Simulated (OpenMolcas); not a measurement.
Single-point calculation of CHO2 (charge −1) (part 2 of 2)

The same run, continued: CHO2 (formate(1-)), charge −1, SMILES O=C[O-]; B3LYP/cc-pVTZ, RKS (OpenMolcas 26.06). A bond length was changed on purpose from its optimised value.

Geometry of the input (Å):
```
O  -1.3601  0.0275  0.4799
C  -0.0085  -0.0206  0.0078
O  0.7907  -0.9737  -0.0588
H  0.4016  0.9731  -0.3673
```

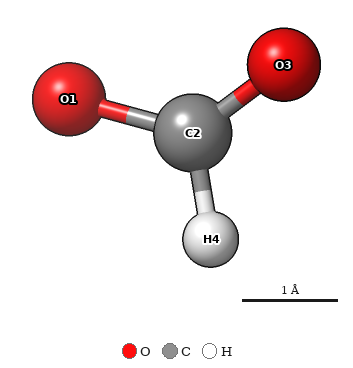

*The structure (ball-and-stick view, seen at a tilt; atoms are numbered from 1 in the order of the input).*

**Output, continued**
```
Iter     Tot. B3LYP      One-elec.       Two-elec.     Energy      Max Dij or  Max Fij      DNorm      TNorm      AccCon     Time
         Energy          Energy          Energy        Change      Delta Norm                                                in Sec.
   1  -186.234638635  -400.902111745   155.777568144   0.00E+00    1.93E-01*   1.23E+00*    9.92E+00   1.37E+02   None         2.
   2  -186.254316913  -388.061444246   142.917222366  -1.97E-02*   1.30E-01*   1.38E-01*    3.22E+01   1.30E+02   EDIIS        1.
   3  -188.698491537  -403.106931714   155.518535210  -2.44E+00*   1.47E-01*   8.42E-02*    1.40E+01   1.36E+02   EDIIS        1.
   4  -189.006868756  -396.946563124   149.049789401  -3.08E-01*   6.47E-01*   1.60E-01*    3.67E+00   1.34E+02   EDIIS        1.
   5  -188.692498587  -405.078207769   157.495804215   3.14E-01*   1.34E-01*   1.20E-01*    5.91E+00   1.37E+02   EDIIS        1.
   6  -189.201305542  -403.197525558   155.106315049  -5.09E-01*   5.74E-01*   1.16E-01*    3.63E+00   1.36E+02   EDIIS        1.
   7  -188.934340312  -397.981888888   150.157643610   2.67E-01*   1.10E-01*   6.14E-02*    2.85E+00   1.34E+02   EDIIS        1.
   8  -189.223025909  -399.718448032   151.605517156  -2.89E-01*   2.91E-02*   2.70E-02*    9.90E-01   1.35E+02   EDIIS        1.
   9  -189.243987479  -401.483669104   153.349776658  -2.10E-02*   6.50E-02*   1.71E-02*    2.04E-01   1.35E+02   EDIIS        1.
  10  -189.240427385  -400.845942404   152.715610052   3.56E-03*   1.25E-02*   9.75E-03*    3.05E-01   1.35E+02   EDIIS        1.

       Fermi aufbau procedure completed!
      nOcc=   12

  11  -189.245200948  -401.064474410   152.929368495  -4.77E-03*   2.21E-02*   3.15E-03*    8.82E-02   1.35E+02   c2DIIS       1.
  12  -189.245035135  -401.304693295   153.169753194   1.66E-04*   4.01E-02*   7.83E-03*    9.77E-02   1.35E+02   QNRc2DIIS    1.
  13  -189.242702191  -401.083323609   152.950716451   2.33E-03*   2.93E-02*   2.14E-02*    2.19E-01   1.35E+02   QNRc2DIIS    1.
  14  -189.245434882  -401.153893000   153.018553151  -2.73E-03*   2.35E-03*   1.49E-03*    1.56E-01   1.35E+02   QNRc2DIIS    1.
  15  -189.245454049  -401.202122605   153.066763589  -1.92E-05*   4.49E-04*   3.48E-04*    1.77E-02   1.35E+02   QNRc2DIIS    1.
  16  -189.245454765  -401.205873879   153.070514147  -7.16E-07*   3.14E-05*   7.80E-05*    2.64E-03   1.35E+02   QNRc2DIIS    1.
  17  -189.245454777  -401.205835186   153.070475443  -1.17E-08*   1.73E-04*   6.54E-05*    2.14E-04   1.35E+02   QNRc2DIIS    1.
  18  -189.245454806  -401.205625193   153.070265421  -2.89E-08*   5.21E-06    1.44E-06*    1.18E-03   1.35E+02   QNRc2DIIS    1.
  19  -189.245454806  -401.205644352   153.070284579  -2.96E-11    1.68E-06    6.49E-07*    4.63E-05   1.35E+02   QNRc2DIIS    1.
  20  -189.245454806  -401.205640203   153.070280431  -6.37E-12    1.66E-07    7.37E-08     1.40E-05   1.35E+02   QNRc2DIIS    1.

       Convergence after  20 Iterations
--

 *****************************************************************************************************************************
 *                                             SCF/KS-DFT Program, Final results                                             *
 *                                                       Final Results                                                       *
 *****************************************************************************************************************************

::    Total KS-DFT energy                            -189.2454548057
      One-electron energy                            -401.2056402030
      Two-electron energy                             153.0702804305
      Nuclear repulsion energy                         58.8899049668
      Kinetic energy (interpolated)                   187.8524432176
      Virial theorem                                    1.0074154563
      Total spin, S(S+1)                                0.0000000000
      Total spin, S                                     0.0000000000
      Max non-diagonal density matrix element           0.0000000931
      Max non-diagonal Fock matrix element              0.0000000168

      All orbitals with orbital energies smaller than  E(LUMO)+0.5 are printed

++    Molecular orbitals:
      -------------------

      Title: RKS-DFT orbitals

      Molecular orbitals for symmetry species 1: a

      Basis set list:
        1 O1     1s                 22 O1     3d2+               43 C2     2pz                64 O3     1s                 85 O3     4f2-
        2 O1     1s                 23 O1     3d2+               44 C2     3d2-               65 O3     2px                86 O3     4f1-
        3 O1     1s                 24 O1     4f3-               45 C2     3d2-               66 O3     2px                87 O3     4f0
        4 O1     1s                 25 O1     4f2-               46 C2     3d1-               67 O3     2px                88 O3     4f1+
        5 O1     2px                26 O1     4f1-               47 C2     3d1-               68 O3     2py                89 O3     4f2+
        6 O1     2px                27 O1     4f0                48 C2     3d0                69 O3     2py                90 O3     4f3+
        7 O1     2px                28 O1     4f1+               49 C2     3d0                70 O3     2py                91 H4     1s
        8 O1     2py                29 O1     4f2+               50 C2     3d1+               71 O3     2pz                92 H4     1s
        9 O1     2py                30 O1     4f3+               51 C2     3d1+               72 O3     2pz                93 H4     1s
       10 O1     2py                31 C2     1s                 52 C2     3d2+               73 O3     2pz                94 H4     2px
       11 O1     2pz                32 C2     1s                 53 C2     3d2+               74 O3     3d2-               95 H4     2px
       12 O1     2pz                33 C2     1s                 54 C2     4f3-               75 O3     3d2-               96 H4     2py
       13 O1     2pz                34 C2     1s                 55 C2     4f2-               76 O3     3d1-               97 H4     2py
       14 O1     3d2-               35 C2     2px                56 C2     4f1-               77 O3     3d1-               98 H4     2pz
       15 O1     3d2-               36 C2     2px                57 C2     4f0                78 O3     3d0                99 H4     2pz
       16 O1     3d1-               37 C2     2px                58 C2     4f1+               79 O3     3d0               100 H4     3d2-
       17 O1     3d1-               38 C2     2py                59 C2     4f2+               80 O3     3d1+              101 H4     3d1-
       18 O1     3d0                39 C2     2py                60 C2     4f3+               81 O3     3d1+              102 H4     3d0
       19 O1     3d0                40 C2     2py                61 O3     1s                 82 O3     3d2+              103 H4     3d1+
       20 O1     3d1+               41 C2     2pz                62 O3     1s                 83 O3     3d2+              104 H4     3d2+
       21 O1     3d1+               42 C2     2pz                63 O3     1s                 84 O3     4f3-

  Index Energy  Occupation Coefficients ...

    1  -18.8740    2.0000         61 O3     1s     ( 0.994),

    2  -18.8384    2.0000          1 O1     1s     ( 0.994),

    3  -10.0549    2.0000         31 C2     1s     ( 0.999),

    4   -0.7920    2.0000         33 C2     1s     (-0.426),    63 O3     1s     (-0.740),

    5   -0.6615    2.0000          3 O1     1s     ( 0.801),

    6   -0.3360    2.0000         33 C2     1s     (-0.559),    39 C2     2py    (-0.328),    63 O3     1s     ( 0.334),    92 H4     1s     (-0.603),

    7   -0.2175    2.0000         39 C2     2py    (-0.543),    66 O3     2px    (-0.571),    69 O3     2py    ( 0.288),    92 H4     1s     (-0.368),

    8   -0.1724    2.0000          3 O1     1s     (-0.290),     6 O1     2px    ( 0.543),    36 C2     2px    (-0.545),    69 O3     2py    (-0.495),

    9   -0.1579    2.0000         42 C2     2pz    ( 0.537),    72 O3     2pz    ( 0.599),

   10   -0.0315    2.0000          6 O1     2px    (-0.378),    66 O3     2px    (-0.551),    69 O3     2py    (-0.524),    72 O3     2pz    ( 0.317),
                                  92 H4     1s     ( 0.374),

   11   -0.0217    2.0000         12 O1     2pz    (-0.732),    72 O3     2pz    ( 0.460),

   12   -0.0059    2.0000          9 O1     2py    ( 0.887),

   13    0.2368    0.0000         12 O1     2pz    ( 0.443),    42 C2     2pz    (-0.727),    72 O3     2pz    ( 0.498),

   14    0.2531    0.0000         34 C2     1s     (-2.244),    93 H4     1s     ( 2.598),

   15    0.3814    0.0000         34 C2     1s     (-2.526),    64 O3     1s     ( 1.795),

   16    0.4077    0.0000          4 O1     1s     (-1.455),    37 C2     2px    (-2.013),    64 O3     1s     ( 1.864),

   17    0.5095    0.0000         43 C2     2pz    (-1.485),

   18    0.5518    0.0000          4 O1     1s     (-1.317),    34 C2     1s     ( 0.796),    37 C2     2px    (-1.368),    40 C2     2py    (-1.515),
                                  43 C2     2pz    ( 0.837),    64 O3     1s     (-0.890),    91 H4     1s     ( 1.005),

   19    0.6156    0.0000         34 C2     1s     (-2.643),    40 C2     2py    (-1.537),    91 H4     1s     ( 1.892),

   20    0.6231    0.0000         34 C2     1s     (-5.307),    93 H4     1s     ( 3.376),

   21    0.7269    0.0000         34 C2     1s     ( 1.647),    37 C2     2px    ( 1.148),    64 O3     1s     (-1.457),

--

++    Molecular charges:
      ------------------

      Mulliken charges per centre and basis function type
      ---------------------------------------------------

                O1      C2      O3      H4
      1s       3.8020  3.1312  3.7040  1.1247
      2px      1.3749  0.8021  1.6161  0.0106
      2pz      1.5867  0.8237  1.5430  0.0046
      2py      1.8571  0.8751  1.5686 -0.0029
      3d2+     0.0078  0.0278  0.0070  0.0008
      3d1+     0.0062  0.0373  0.0034  0.0002
      3d0      0.0026  0.0169  0.0032  0.0002
      3d1-     0.0004  0.0110  0.0053  0.0005
      3d2-     0.0030  0.0131  0.0102  0.0010
      4f3+     0.0004  0.0038  0.0006  0.0000
      4f2+     0.0003  0.0011  0.0000  0.0000
      4f1+     0.0002  0.0018  0.0001  0.0000
      4f0      0.0001  0.0015  0.0002  0.0000
      4f1-     0.0000  0.0006  0.0002  0.0000
      4f2-     0.0000  0.0027  0.0004  0.0000
      4f3-     0.0002  0.0060  0.0005  0.0000
      Total    8.6420  5.7555  8.4628  1.1397

      N-E     -0.6420  0.2445 -0.4628 -0.1397

      Total electronic charge=   24.000000

      Total            charge=   -1.000000
--

++    Molecular properties:
      ---------------------

      Charge (e):
                      =   -1.0000
      Dipole Moment (debye):
      Origin of the operator (angstrom)=   -0.1957   -0.3201    0.1435
                   X=  1.3414E+00               Y=  6.9924E-01               Z= -6.4033E-01           Total=  1.6427E+00
      Center of Charge (angstrom)
                     X=   -0.47495404               Y=   -0.46563038               Z=    0.27685112
      Quadrupole Moment (debye*angstrom):
      Origin of the operator (angstrom)=   -0.1957   -0.3201    0.1435
                  XX= -2.6773E+01              XY=  3.3164E+00              XZ=  2.1309E+00              YY= -2.1488E+01
                  YZ= -5.3958E-01              ZZ= -1.9317E+01
      In traceless form (debye*angstrom)
                  XX= -6.3702E+00              XY=  4.9746E+00              XZ=  3.1963E+00              YY=  1.5563E+00
                  YZ= -8.0937E-01              ZZ=  4.8140E+00
--

--- Stop Module: scf /rc=_RC_ALL_IS_WELL_ ---
--- Module scf spent 30 seconds ---

.##################.
.# Happy landing! #.
.##################.

    Timing: Wall=34.94 User=29.46 System=5.41
```

**Results in brief**

| quantity | value |
| --- | --- |
| outcome | converged |
| total energy | −189.245455 hartree |
| basis functions | 104 |
| HOMO | −0.16 eV |
| LUMO | 6.44 eV |
| hardware | 1 thread of Arm Neoverse V1, 24 GiB of memory available, shared host |
| wall time | 35 s |
| peak memory | 0.59 GiB |
